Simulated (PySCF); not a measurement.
**One shape, several levels: CH5BClN (SMILES CNBCl)**

Wanted: a comparison of 6 runs (HF/3-21G, HF/6-31G*, HF/def2-SVP, B3LYP/6-31G*, PBE/def2-SVP, PBE0/def2-SVP) of CH5BClN. Input form: a Python script.

The calculation is run with PySCF 2.14.0.

### Step 1. Starting point

CH5BClN has 9 atoms, charge 0, and is taken as a singlet. SMILES: `CNBCl`. Geometry: relaxed at PBE0-D4/def2-TZVP. This is one conformer, not always the lowest.

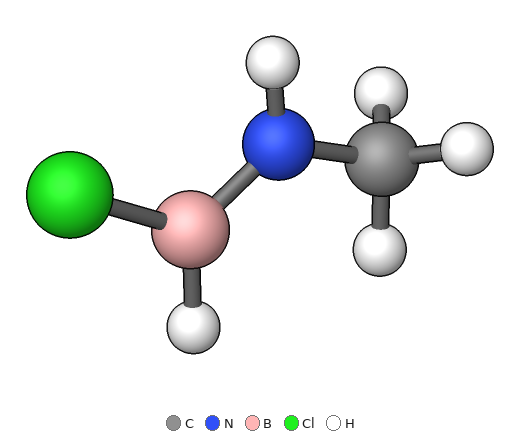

Viewed from a chosen angle; carbon grey, nitrogen blue, boron pink, chlorine green, hydrogen white.

### Step 2. Energy and gradient at HF/3-21G (run 1)

File calc.py:

```python
# CNBCl
import pyscf.grad
from pyscf import gto

mol = gto.Mole()
mol.atom = '''
C      0.510100     0.482100    -0.973400
N     -0.407900    -0.226000    -0.111700
B     -0.261100    -0.415200     1.248200
Cl    -1.495300    -1.314500     2.144800
H      0.907000    -0.170400    -1.756500
H      0.027900     1.338900    -1.452800
H      1.346700     0.849900    -0.380000
H     -1.220500    -0.605500    -0.573900
H      0.681600     0.014200     1.838200
'''
mol.basis = '3-21g'
mol.max_memory = 1860
mol.spin = 0
mol.verbose = 4
mol.build()

myscf = mol.RHF()
myscf.conv_tol = 1e-10
myscf.kernel()
if not myscf.converged:
    myscf = myscf.newton().run(myscf.mo_coeff, myscf.mo_occ)

energy = myscf.e_tot
print('E = %.10f Eh' % energy)
grad = myscf.Gradients().kernel()
myscf.analyze()
```

Launch:

```console
$ OMP_NUM_THREADS=1 python calc.py
```

Output:

```text
PySCF version 2.14.0

[... 82 lines left out ...]
DFT Exchange-Correlation Energy =      -44.995288745602579
[... 11 lines left out ...]
MO #10  energy= -1.09542083661742  occ= 2
[... 9 lines left out ...]
MO #20  energy= -0.405279774566838 occ= 2
[... 9 lines left out ...]
MO #30  energy= 0.651071951966636  occ= 0
[... 9 lines left out ...]
MO #40  energy= 1.10045341432206   occ= 0
[... 9 lines left out ...]
MO #50  energy= 2.85906367061046   occ= 0
[... 62 lines left out ...]
Dipole moment(X, Y, Z, Debye):  1.38315,  1.46970, -3.29181
```

Wall time 2.1 s (1 thread of Intel Xeon at 2.70GHz, shared host); peak memory 0.12 GiB.

### Step 3. Energy and forces at HF/6-31G(d) (spherical functions) (run 2)

File calc.py:

```python
# CNBCl
from pyscf import gto

molecule = gto.M(
    atom=[
    ('C', (0.510100, 0.482100, -0.973400)),
    ('N', (-0.407900, -0.226000, -0.111700)),
    ('B', (-0.261100, -0.415200, 1.248200)),
    ('Cl', (-1.495300, -1.314500, 2.144800)),
    ('H', (0.907000, -0.170400, -1.756500)),
    ('H', (0.027900, 1.338900, -1.452800)),
    ('H', (1.346700, 0.849900, -0.380000)),
    ('H', (-1.220500, -0.605500, -0.573900)),
    ('H', (0.681600, 0.014200, 1.838200)),
],
    basis='6-31g*',
    verbose=4,
    max_memory=1860,
)

mf = molecule.RHF()
mf.conv_tol = 1e-10
mf.kernel()
if not mf.converged:
    mf = mf.newton().run(mf.mo_coeff, mf.mo_occ)

e_final = mf.e_tot
print('Final energy', e_final)
grad = mf.nuc_grad_method().kernel()
dip = mf.dip_moment()
pop, q = mf.mulliken_pop()
```

Launch:

```console
$ OMP_NUM_THREADS=1 python calc.py
```

Output:

```text
PySCF version 2.14.0

[... 63 lines left out ...]
converged SCF energy = -579.473188072008
Final energy -579.4731880720083
[... 11 lines left out ...]
Dipole moment(X, Y, Z, Debye):  0.95952,  1.10743, -2.71853
[... 80 lines left out ...]
charge of    8H =     -0.02313
```

It took 8.1 s on 1 thread of Intel Xeon at 2.70GHz, shared host; peak memory 0.14 GiB.

Run 3 isn't shown in full; the table further down has it.

### Step 4. Energy and forces at B3LYP/6-31G(d) (spherical functions) (run 4)

File mol.xyz:

```xyz
9

C      0.510100     0.482100    -0.973400
N     -0.407900    -0.226000    -0.111700
B     -0.261100    -0.415200     1.248200
Cl    -1.495300    -1.314500     2.144800
H      0.907000    -0.170400    -1.756500
H      0.027900     1.338900    -1.452800
H      1.346700     0.849900    -0.380000
H     -1.220500    -0.605500    -0.573900
H      0.681600     0.014200     1.838200
```

File run.py:

```python
import pyscf.grad
from pyscf import gto, dft

mol = gto.Mole()
mol.atom = 'mol.xyz'
mol.basis = '6-31g*'
mol.max_memory = 1860
mol.verbose = 3
mol.build()

myscf = dft.RKS(mol)
myscf.xc = 'b3lyp'
myscf.conv_tol = 1e-10
myscf.grids.level = 5
myscf.kernel()
if not myscf.converged:
    myscf = myscf.newton().run(myscf.mo_coeff, myscf.mo_occ)

e_tot = myscf.e_tot
print('E(%s) = %.9f' % ('B3LYP', e_tot))
grad = myscf.Gradients().kernel()
myscf.analyze()
```

Launch:

```console
$ OMP_NUM_THREADS=1 python run.py
```

Output:

```text
converged SCF energy = -580.993382672757
[... 19 lines left out ...]
MO #10  energy= -0.815087762595404 occ= 2
[... 11 lines left out ...]
MO #22  energy= 0.0793977386384239 occ= 0
[... 11 lines left out ...]
MO #34  energy= 0.479081818776108  occ= 0
[... 11 lines left out ...]
MO #46  energy= 0.890250103314091  occ= 0
[... 11 lines left out ...]
MO #58  energy= 1.54777601621047   occ= 0
[... 11 lines left out ...]
MO #70  energy= 2.77878429988089   occ= 0
[... 10 lines left out ...]
Dipole moment(X, Y, Z, Debye):  0.75561,  1.01332, -2.84034
```

It took 33 s on 1 thread of Intel Xeon at 2.70GHz, shared host; peak memory 0.69 GiB.

Run 5 isn't shown in full; the table further down has it.

### Step 5. Energy and gradient at PBE0/def2-SVP (run 6)

File job.py:

```python
# CNBCl
import pyscf.grad
from pyscf import gto, dft

mol = gto.M(
    atom='''
C    0.510100   0.482100  -0.973400
N   -0.407900  -0.226000  -0.111700
B   -0.261100  -0.415200   1.248200
Cl  -1.495300  -1.314500   2.144800
H    0.907000  -0.170400  -1.756500
H    0.027900   1.338900  -1.452800
H    1.346700   0.849900  -0.380000
H   -1.220500  -0.605500  -0.573900
H    0.681600   0.014200   1.838200
''',
    verbose=4,
    basis='def2-svp',
    charge=0,
    max_memory=1860,
)

mf = dft.RKS(mol, xc='pbe0')
mf.grids.level = 5
mf.conv_tol = 1e-10
mf.kernel()
if not mf.converged:
    mf = mf.newton().run(mf.mo_coeff, mf.mo_occ)

e_tot = mf.e_tot
print(f'total energy: {e_tot:.8f} hartree')
grad = mf.Gradients().kernel()
mf.analyze()
```

Launch:

```console
$ OMP_NUM_THREADS=1 python job.py
```

Output:

```text
PySCF version 2.14.0

[... 103 lines left out ...]
MO #5   energy= -7.24675214552146  occ= 2
[... 15 lines left out ...]
MO #21  energy= 0.0222241101454972 occ= 0
[... 15 lines left out ...]
MO #37  energy= 0.62336084103555   occ= 0
[... 15 lines left out ...]
MO #53  energy= 1.0325490047541    occ= 0
[... 15 lines left out ...]
MO #69  energy= 1.91193824415223   occ= 0
[... 15 lines left out ...]
MO #85  energy= 3.35651942023452   occ= 0
[... 97 lines left out ...]
Dipole moment(X, Y, Z, Debye):  0.58567,  0.88806, -2.70998
```

It took 27 s on 1 thread of Intel Xeon at 2.70GHz, shared host; peak memory 0.83 GiB.

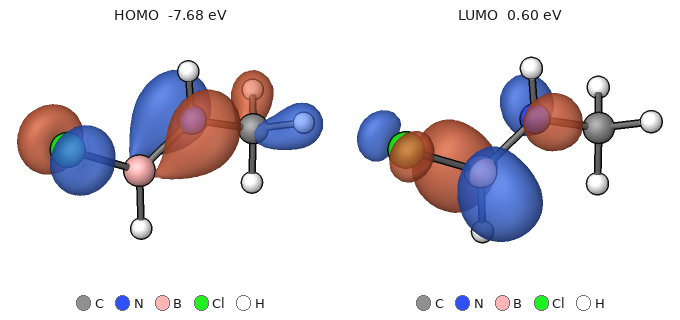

Frontier orbitals of this run, surfaces at ±0.2 Å^-3/2.

### Step 6. The series

| run | level | integration grid | energy (Eh) | dipole moment (D) | HOMO energy (eV) | LUMO energy (eV) | wall time |
| --- | --- | --- | --- | --- | --- | --- | --- |
| 1 | HF/3-21G | – | -576.626526 | 3.86 | -11.03 | 4.41 | 2.1 s |
| 2 | HF/6-31G* (spherical functions) | – | -579.473188 | 3.09 | -10.94 | 4.52 | 8.1 s |
| 3 | HF/def2-SVP | – | -579.265196 | 2.87 | -10.93 | 4.27 | 5.1 s |
| 4 | B3LYP/6-31G* (spherical functions) | 5 | -580.993383 | 3.11 | -7.37 | 0.51 | 33 s |
| 5 | PBE/def2-SVP | 5 | -580.404473 | 2.86 | -6.30 | -0.35 | 29 s |
| 6 | PBE0/def2-SVP | 5 | -580.465573 | 2.91 | -7.68 | 0.60 | 27 s |

### Step 7. Outcome

| quantity | value |
| --- | --- |
| run 6: total energy | -580.46557 Eh |
| run 6: dipole moment | 2.91 D |
| run 6: HOMO energy | -7.68 eV |
| run 6: LUMO energy | 0.60 eV |
| run 6: HOMO–LUMO gap | 8.28 eV |
| run 6: largest force on an atom | 0.424 eV/Å |

**Reading.** The dipole moment (its size) runs from 2.86 D (PBE/def2-SVP) to 3.86 D (HF/3-21G). The two ends differ in method and basis. The HOMO–LUMO gap runs from 5.95 eV (PBE/def2-SVP) to 15.46 eV (HF/6-31G*). Totals of different functionals can't be ranked against each other. All runs together took 1.7 min, the longest 33 s.
